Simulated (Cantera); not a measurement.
Charge: 1 mol HMDSO, 3.8 mol N2O, a varied amount of H2, 2.4 mol NO, at 1398.15 K and 750 Torr.

Cantera equilibrium calculation (NASA polynomials, part measured and part estimated; ideal gas, pure solids and liquids). Candidate condensed phases: C, C6H6, C7H8, C8H18, H2O, Si, SiC, SiO2, Si2N2O, Si3N4; 151 gas species. The feed counts by its element totals alone. Mutual solubility and eutectic melting of coexisting phases are not modelled. The tables hold silica as quartz up to 1696 K and as liquid above; real silica turns to tridymite and cristobalite and melts near 1996 K. Kinetics and transport are ignored.

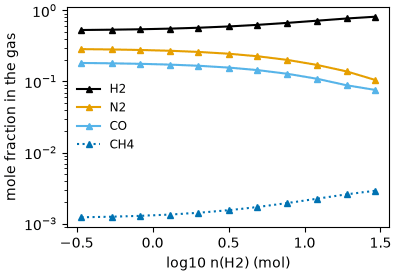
Figure: Equilibrium gas composition (values under 1e-9 drawn at 1e-9)

From 0.34 mol H2 to 19 mol H2 the condensed part is C(graphite) + SiO2(β-quartz). At 29 mol H2 the condensed part is C(graphite) + SiO2(β-quartz) + Si2N2O(s). The main Si-bearing gas is SiO throughout.
